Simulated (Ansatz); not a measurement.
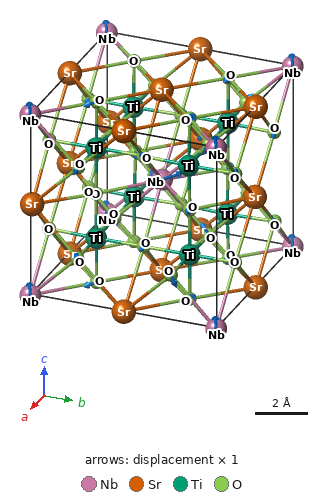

This is a relaxation of a defect cell of composition Nb$_{2}$Sr$_{6}$Ti$_{8}$O$_{24}$. The starting structure is drawn; blue arrows show the displacements, at their true length.

Style: ball-and-stick. Shown: the cell of the calculation (origin shifted), from a free direction.

Method: Ansatz, DFT, PBEsol, PAW, plane waves. Set-up: plane-wave cutoff 420 eV; k-point mesh 1 × 1 × 1; mesh shifted by (0.25, 0.25, 0.25); no spin polarisation; atoms relaxed in a fixed cell; force threshold 0.03 eV/Å; at most 80 steps.

Atoms of which element are displaced furthest, and by how much?

Niobium: up to 1.07 Å, against 0.67 Å for oxygen.

What happened in the run?

The largest move is that of a Nb atom, 1.07 Å along [−2 1 0]. By element the largest moves are Nb 1.07 Å, O 0.67 Å, Sr 0.28 Å, Ti 0.20 Å. The cell stays as it was. Some distances before and after: Nb–O 2.749 → 3.862 Å, Nb–O 2.756 → 3.840 Å, Nb–O 2.798 → 3.831 Å, Nb–O 2.785 → 3.818 Å. Bonds break, among them: Nb–O (2.71 → 3.61 Å), Nb–O (2.75 → 3.86 Å), Nb–O (2.76 → 3.77 Å), Nb–O (2.76 → 3.84 Å). Bond angles that change, for instance: Nb–O–Sr 90.5° → 134.6°, Nb–O–Ti 89.5° → 133.5°, Nb–O–Sr 90.2° → 133.4°. The energy falls by 7.815 eV per cell of the calculation in 25 geometry steps. The largest force component goes from 1.1 to 0.019 eV/Å.

Limits of the set-up: the periodic images lie only 7.8 Å apart, so the values are limited by the cell's size.
